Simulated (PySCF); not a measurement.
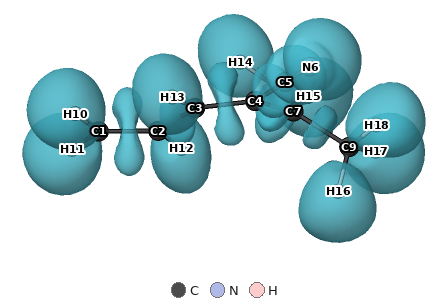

The picture shows: C$_{8}$H$_{9}$N (SMILES C=C/C=C(/C#N)C(=C)C). Isosurface of the ELF at 0.8 (cyan), seen from one side. Core shells and regions of very low density are left out.

Geometry: GFN2-xTB, NEB image 0 of 0 to 8.

Method: PySCF, PBE0/pcSseg-1, SCF density, gas phase, non-relativistic.

```yaml
atoms:
  - { symbol: C, position_ang: [1.8848, -1.9094, -1.7997] }
  - { symbol: C, position_ang: [1.1051, -1.0131, -1.1967] }
  - { symbol: C, position_ang: [0.9362, -0.9632, 0.2297] }
  - { symbol: C, position_ang: [0.0688, -0.1617, 0.8890] }
  - { symbol: C, position_ang: [0.0977, -0.1613, 2.3018] }
  - { symbol: N, position_ang: [0.1161, -0.1607, 3.4494] }
  - { symbol: C, position_ang: [-0.9258, 0.7348, 0.2712] }
  - { symbol: C, position_ang: [-1.7309, 0.3129, -0.6969] }
  - { symbol: C, position_ang: [-0.9885, 2.1198, 0.8411] }
  - { symbol: H, position_ang: [2.4109, -2.6660, -1.2409] }
  - { symbol: H, position_ang: [2.0131, -1.9248, -2.8680] }
  - { symbol: H, position_ang: [0.5746, -0.2713, -1.7784] }
  - { symbol: H, position_ang: [1.5903, -1.6010, 0.8127] }
  - { symbol: H, position_ang: [-1.7041, -0.6994, -1.0629] }
  - { symbol: H, position_ang: [-2.4661, 0.9657, -1.1364] }
  - { symbol: H, position_ang: [-0.0319, 2.6257, 0.7094] }
  - { symbol: H, position_ang: [-1.7658, 2.7021, 0.3535] }
  - { symbol: H, position_ang: [-1.1931, 2.0772, 1.9106] }
```

Question: Identify the bonds, lone pairs and shells in this picture.

Answer: At this value the surface marks out seven regions between bonded C–C atoms (shared pairs), one region between bonded C–N atoms (shared pairs), nine regions around hydrogen nuclei and one lobe on N, pointing away from the bonds (lone pairs). Along the contacts the grid gives the following. C–N (1.15 Å): the ELF peaks at about 0.85 between the atoms: a multiple bond. C–C (1.33 Å): the ELF peaks at about 0.90 between the atoms: a short, multiple covalent bond.
